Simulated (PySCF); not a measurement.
## Electronic structure of C₄H₉O₃ (doublet) in real space

```xyz
16

C     1.9934    0.6427    0.1305
O     0.9594   -0.0410    0.8032
C    -0.0768   -0.5135    0.0531
C    -0.8210   -1.6003    0.7923
C    -1.2123    0.7295   -0.2878
O    -2.2060    0.2134   -0.8647
O    -0.4987    1.7046   -0.9925
H     2.7749    0.8129    0.8687
H     1.6338    1.5996   -0.2576
H     2.3859    0.0434   -0.6978
H     0.2263   -0.8100   -0.9587
H    -1.7843   -1.7670    0.3196
H    -0.2379   -2.5189    0.7703
H    -0.9678   -1.3036    1.8270
H    -1.3473    1.1157    0.7441
H    -0.8291    1.7015   -1.9021
```

Geometry: GFN2-xTB.

Theory: UKS B3LYP, pcH-1 on C H O, non-relativistic, mean-field spin-orbit, GIAO in PySCF.

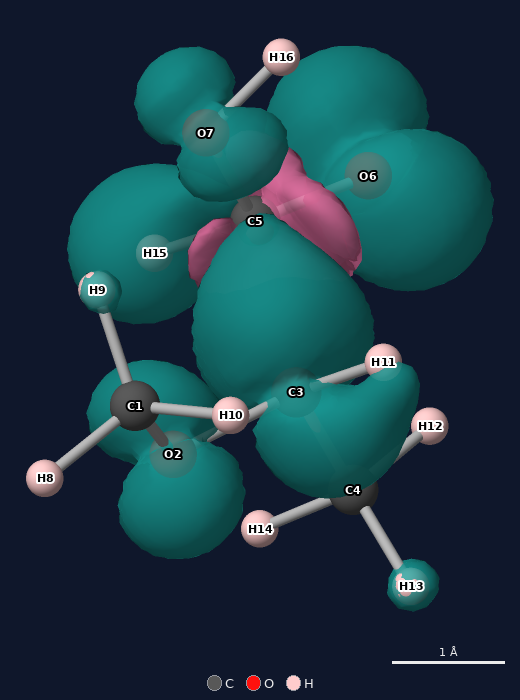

Figure 1. Isosurfaces of the spin density at +0.015 (teal) and −0.015 e/Å³ (pink), seen at an oblique angle.

**Where is the unpaired spin?**

The unpaired spin (1 electron) lies mostly on O6 (about 0.4), C3 (about 0.2), O2 (about 0.1) and C5 (about 0.1), in electrons by Hirshfeld's partition.

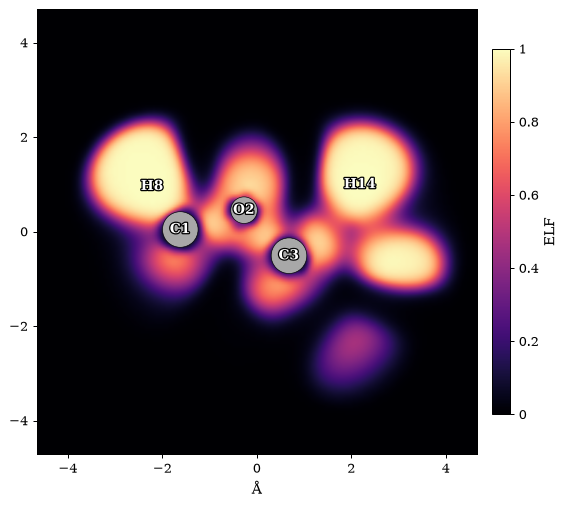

Figure 2. ELF on the plane of atoms O2, C1 and H8. Grey discs cover the atomic cores.

**What do the fields say about this system?**

- The section cuts through C, O and H sites.
- C–O (1.36 Å): the ELF peaks at about 0.90 between the atoms, as expected for a polar covalent bond.
- C–O (1.41 Å): the ELF peaks at about 0.90 between the atoms: a polar covalent bond.
- C–H (1.09 Å): the ELF climbs to about 1 towards the hydrogen, as it does in any bond to H: an ordinary covalent bond to hydrogen.
- The ELF also peaks beside O2, away from the bonds: non-bonding electrons, paired or unpaired.

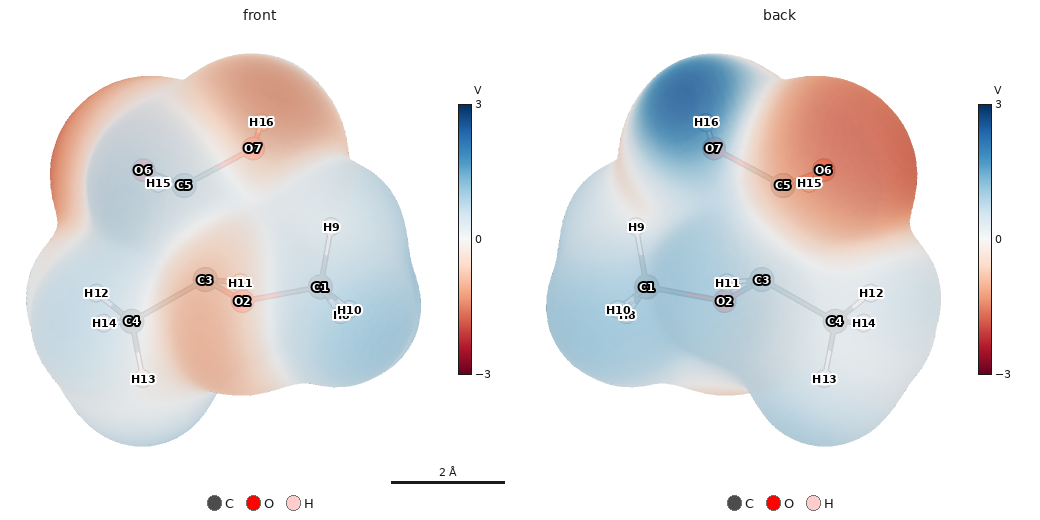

Figure 3. The molecular electrostatic potential painted on the density surface at 0.002 e/bohr³, seen from the front and from behind; red is negative and blue positive.

**Where is the surface potential most negative and most positive?**

The most negative region (about −1.7 V, or −39 kcal/mol for a unit charge) lies over O6, the most positive (about +2.2 V, or +51 kcal/mol for a unit charge) over H16. O6 is the likeliest acceptor of a hydrogen bond.

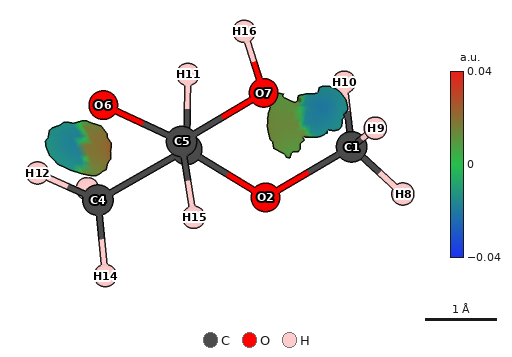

Figure 4. Non-covalent interaction (NCI) plot: the surface where the reduced density gradient is 0.5, for densities under 0.05 a.u., coloured by sign(λ₂)ρ; seen at an oblique angle.

**What holds or crowds the atoms apart from the covalent bonds?**

Between H12 and C4 on one side and O6 and C5 on the other: a weak contact, attractive (blue-green) on one side and crowded (olive to red) on the other; between H9 and C1 on one side and O7 on the other: a weak contact, attractive (blue-green) on one side and crowded (olive to red) on the other.
